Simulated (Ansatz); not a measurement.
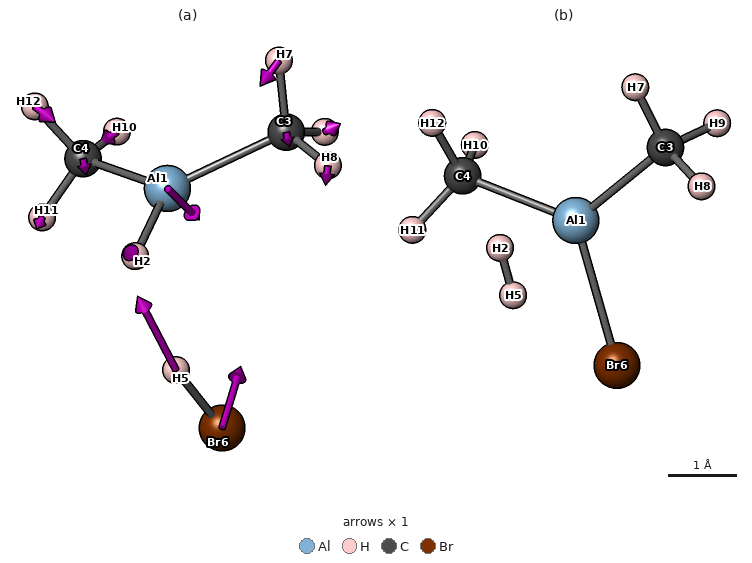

The structure of C2H8AlBr before (left) and after (right) a relaxation, at one scale. The purple arrows give the displacements, at their true length.

Style: ball-and-stick. Shown at a tilt.

The run prepares an end point of a later path (reaction) calculation, from a guessed geometry.

The calculation used Ansatz, RKS revPBE-D4/def2-SVP. (no spin polarisation; force threshold 0.03 eV/Å; at most 50 steps)

Question: Summarise the run.

Answer: H5 moves most after the best rigid fit: 1.45 Å. By element the largest moves are H 1.45 Å, Br 1.21 Å, Al 1.01 Å, C 0.27 Å. Some distances before and after: H5–Br6 1.488 → 3.074 Å, Al1–Br6 3.706 → 2.310 Å, H2–H5 1.918 → 0.771 Å, Al1–H2 1.552 → 2.454 Å. New bonds form: Al1–Br6 (3.71 → 2.31 Å), H2–H5 (1.92 → 0.77 Å). Bonds break: Al1–H2 (1.55 → 2.45 Å), H5–Br6 (1.49 → 3.07 Å). Among the angles between lasting bonds that change: Al1–C4–H10 113.1° → 110.0°, H11–C4–H12 106.3° → 108.4°. Groups turn about Al1–C4 by about 55°, Al1–C3 by about 45°. Over 14 accepted moves (15 points after the start) the energy falls by 146.8 kJ/mol. Largest force component: 0.87 eV/Å at the start, 0.024 eV/Å at the end. The line search rejected the trial step at point 11 of the run. Cost: 33 s on 2 threads of Arm Neoverse V2 (shared host), peak memory 0.16 GiB.
